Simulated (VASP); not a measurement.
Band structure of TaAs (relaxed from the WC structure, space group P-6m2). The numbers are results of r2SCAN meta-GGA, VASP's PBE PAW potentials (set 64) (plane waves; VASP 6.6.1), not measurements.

Unless said otherwise, spin-orbit coupling is left out, though it shifts the bands of the heavy elements here.

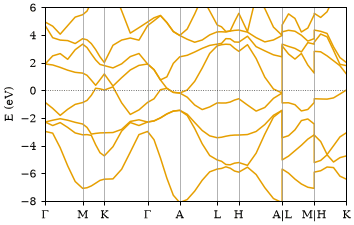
Fig. 1. Bands along high-symmetry lines, zero at the valence-band maximum or, without a gap, the Fermi level

### Question
Read the plot: is there a gap, and where are the band edges?

### Answer
It has no gap at this level: it comes out as a metal or semimetal.

The structure was generated: TaAs was put into the WC type (P-6m2), which need not be its known phase. It was relaxed first, which changed the volume by -7 %.
